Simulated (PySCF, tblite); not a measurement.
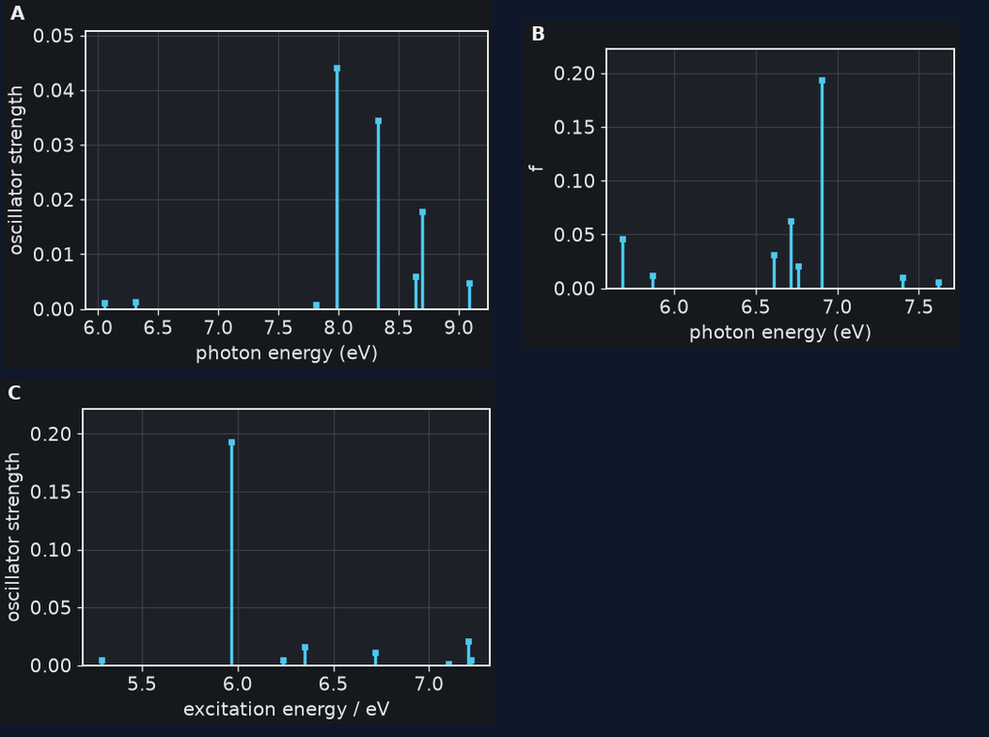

Vertical TDDFT excitations, ωB97X-D/def2-SVPD in PySCF 2.14.0, at a GFN2-xTB geometry (a minimum by its frequencies), gas phase. Each panel shows the lowest singlet states that were computed.

**Pair each panel with its molecule.**
1. C₃H₉NSSi, SMILES C=C(C)S[SiH2]N
2. C₃H₈OSSi, SMILES C=C(C)S[SiH2]O
3. C₅H₁₃B, SMILES CBCC(C)C

A: 3 (S1 at 6.05 eV, brightest at 7.99 eV)
B: 2 (S1 at 5.68 eV, brightest at 6.90 eV)
C: 1 (S1 at 5.29 eV, brightest at 5.97 eV)

Limits of at least one run: core orbitals are frozen in the response; one conformer of a flexible molecule; the tight-binding geometry is rougher than a DFT one and adds to the error.
